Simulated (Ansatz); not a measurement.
**BH2Br (SMILES BBr): MP2/STO-3G**

Aim: the energy change on altering one bond length of BH2Br at MP2/STO-3G, from 2 runs. 

The results are computed with Ansatz 0.2.0.

61 further runs of the same task are left out: 2 that didn't finish, 59 set aside as unsound or not needed.

### Step 1. The molecule

BH2Br: 4 atoms, total charge 0, spin state singlet. SMILES: `BBr`. The shape is that of a PBE0-D4/def2-TZVP optimisation.

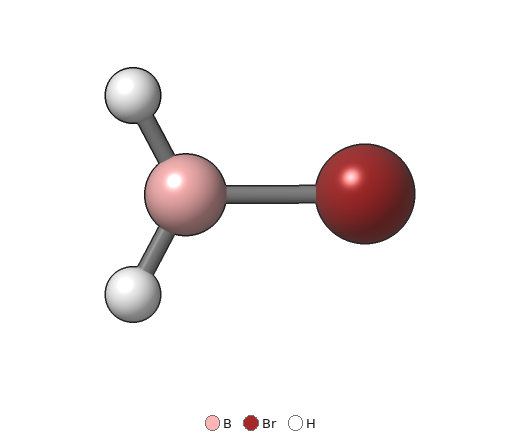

Viewed from a chosen angle; boron pink, bromine red, hydrogen white.

### Step 2. The energy at MP2/STO-3G

Input file in.yaml:

```yaml
crystal:
  periodic: [false, false, false]
  atoms:
    - {symbol: B, position_ang: [-0.153900, 0.025000, -0.096900]}
    - {symbol: Br, position_ang: [1.470100, -0.363400, 0.790800]}
    - {symbol: H, position_ang: [-1.111200, -0.617300, 0.191700]}
    - {symbol: H, position_ang: [-0.149500, 0.895400, -0.905900]}
basis:
  gaussian:
    orbitals: STO-3G
accuracy: high
correlation:
  method: mp2
  frozen_orbitals: {B: 1, Br: 9, H: 0}
```

On the command line:

```sh
ansatz run in.yaml --threads 1 --pin off --max-ram 2610MiB --events-out events.jsonl --progress --plain --runs-dir runs
```

Output:

```text
Warning: RAYON_NUM_THREADS=1 ignored (pool sized by the plan → 1); use --threads N
Functional definition: HF
  name "HF"
  exchange = exact_x
  correlation = 0
344 factors; integrals over basis functions are off by at most 1.7e-8 eV
mean field evaluation 1: about -69937.7523 eV, gradient 1.7e1 eV
mean field evaluation 2: about -69937.7800 eV, gradient 1.6e1 eV
mean field evaluation 4: about -69939.1158 eV, gradient 9.6e-1 eV
mean field evaluation 8: about -69939.1198 eV, gradient 4.2e-6 eV
mean field -69939.11975120 eV, -2570.2152444186 hartree, gradient 6.7e-8 eV, S^2 0.000000; 0 other end points of the search recorded, 0 dependent functions left out
10 core orbitals not correlated: weight in the atoms' cores, before any rotation towards them, 1.000 or more for the frozen orbitals, at most 0.000 for the correlated occupied ones
reference -69939.11975120 eV, -2570.2152444186 hartree; 11, 11 occupied and 4, 4 virtual orbitals, 344 factors
second order -1.25509130 eV of doubles, -0.00000000 eV of singles
Total energy: -69940.37484250 eV, -2570.2613681731 hartree
```

Wall time 0.16 s (1 thread of Arm Neoverse V2, shared host).

### Step 3. The distorted shape, same level

Input file run.yaml:

```yaml
crystal:
  periodic: [false, false, false]
  atoms:
    - {symbol: B, position_ang: [0.085439, 0.185584, -0.169054]}
    - {symbol: Br, position_ang: [1.709439, -0.202816, 0.718646]}
    - {symbol: H, position_ang: [-1.111200, -0.617300, 0.191700]}
    - {symbol: H, position_ang: [0.089839, 1.055984, -0.978054]}
basis:
  gaussian: {orbitals: STO-3G}
correlation: {method: mp2, frozen_orbitals: {B: 1, Br: 9, H: 0}}
accuracy: high
```

On the command line:

```sh
ansatz run run.yaml --threads 1 --pin off --max-ram 2610MiB --events-out events.jsonl --progress --plain --runs-dir runs
```

Output:

```text
Warning: RAYON_NUM_THREADS=1 ignored (pool sized by the plan → 1); use --threads N
Functional definition: HF
  name "HF"
  exchange = exact_x
  correlation = 0
343 factors; integrals over basis functions are off by at most 1.7e-8 eV
mean field evaluation 1: about -69936.3012 eV, gradient 1.8e1 eV
mean field evaluation 2: about -69936.3224 eV, gradient 1.7e1 eV
mean field evaluation 4: about -69937.8656 eV, gradient 1.2e0 eV
mean field evaluation 8: about -69937.8720 eV, gradient 4.0e-5 eV
mean field -69937.87195780 eV, -2570.1693888567 hartree, gradient 9.8e-8 eV, S^2 0.000000; 0 other end points of the search recorded, 0 dependent functions left out
10 core orbitals not correlated: weight in the atoms' cores, before any rotation towards them, 1.000 or more for the frozen orbitals, at most 0.000 for the correlated occupied ones
reference -69937.87195780 eV, -2570.1693888567 hartree; 11, 11 occupied and 4, 4 virtual orbitals, 343 factors
second order -1.45639719 eV of doubles, -0.00000000 eV of singles
Total energy: -69939.32835499 eV, -2570.2229104663 hartree
```

Wall time 0.16 s (1 thread of Arm Neoverse V2, shared host).

### Step 4. Results

At MP2/STO-3G, 10 core orbitals frozen:

| quantity | value |
| --- | --- |
| first shape: total energy | -2570.26137 Eh |
| first shape: correlation energy (10 core orbitals frozen) | -46.1 mEh |
| distorted shape: total energy | -2570.22291 Eh |
| distorted shape: correlation energy (10 core orbitals frozen) | -53.5 mEh |
| energy change with the B1–H3 bond stretched from 1.188 to 1.486 Å | 1.046 eV |

What this shows: With the B1–H3 bond stretched from 1.188 to 1.486 Å the energy rises by 1.05 eV (24 kcal/mol). The first shape isn't relaxed at this level, so the change isn't measured from a minimum. The minimal basis adds a large error of its own.
